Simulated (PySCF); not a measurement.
CH$_{5}$NSi

The calculation's input:

```
{"job": {"kind": "nmr", "xc": "PBE0", "basis": "pcSseg-1", "pop": false}, "charge": 0, "multiplicity": 1}
C      1.697400    -0.399000    -0.005400
N      0.615700    -0.896100    -0.426900
Si    -1.044700    -0.410900    -0.346300
H      1.809400     0.562400     0.493600
H      2.665400    -0.829500    -0.208900
H     -1.754400    -1.815200    -0.307800
H     -1.441100     0.323500    -1.462800
H     -1.553200     0.390000     0.706400
```

Run with:

```sh
OMP_NUM_THREADS=1 python probes_run.py task.json out
```

Geometry: GFN2-xTB, MD frame at 250 fs, 400 K.

Computed with PBE0/pcSseg-1, SCF density, gas phase, non-relativistic (PySCF).

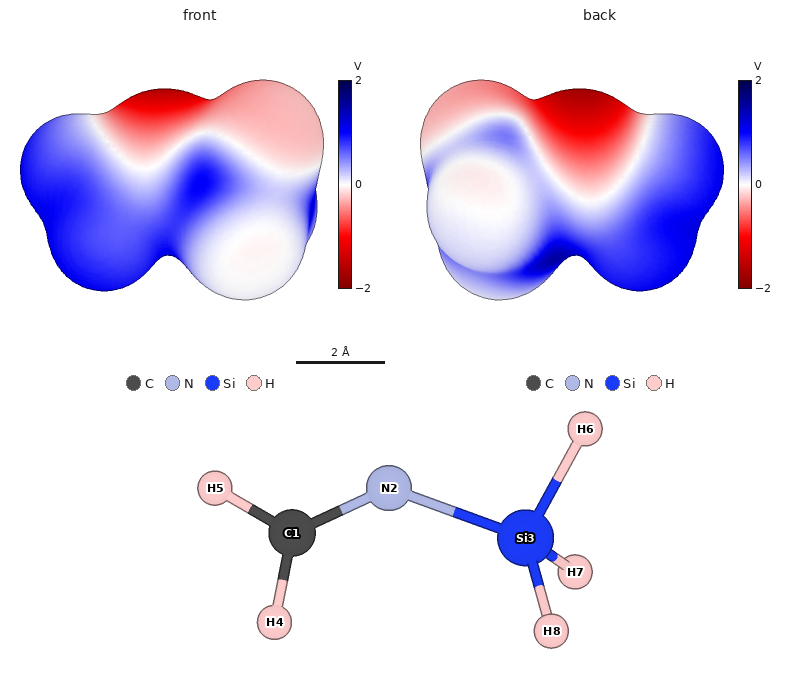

Figure 1. The molecular electrostatic potential painted on the density surface at 0.002 e/bohr³, seen from the front and from behind; red is negative and blue positive. The bare structure is drawn below in the same view.

Describe the electrostatic potential map.

The most negative region (about −1.6 V) lies over N2, the most positive (about +1.4 V) over Si3. N2 is the likeliest acceptor of a hydrogen bond.

How polar is the molecule by this calculation?

Its dipole moment is 2.01 D.

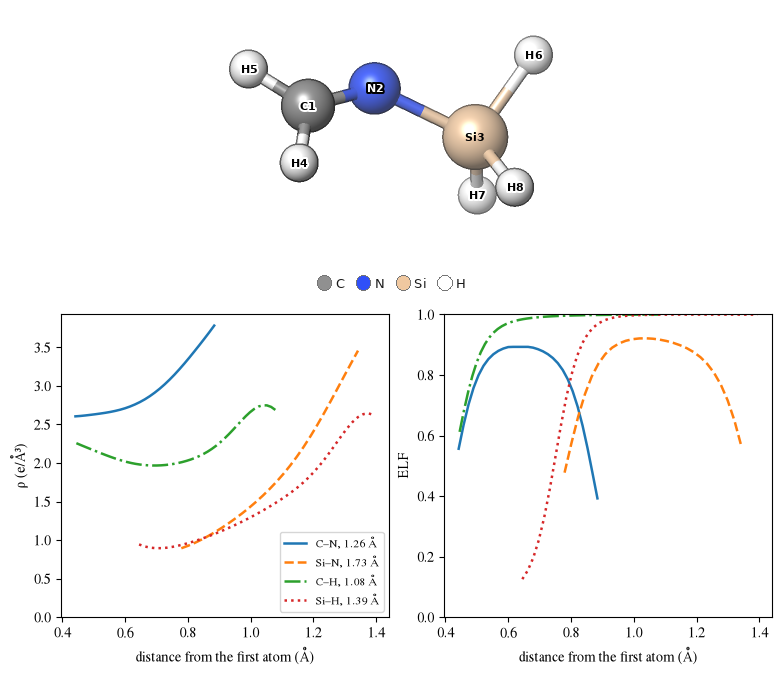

Figure 2. Electron density and ELF along straight lines between neighbouring atoms. The curves leave out the atomic cores. The structure is drawn too.

Compare the contacts.

C–N (1.26 Å): ρ at the midpoint is about 2.8 e/Å³; the ELF peaks at about 0.90 between the atoms; a multiple bond.
Si–N (1.73 Å): ρ at the midpoint is about 1.1 e/Å³; the ELF peaks at about 0.90 between the atoms: a polar covalent bond.
C–H (1.08 Å): ρ is about 2.1 e/Å³ halfway; the ELF climbs to about 1 towards the hydrogen, as it does in any bond to H; a covalent bond by its length.
Si–H (1.39 Å): ρ at the midpoint is about 0.89 e/Å³; the ELF climbs to about 1 towards the hydrogen.
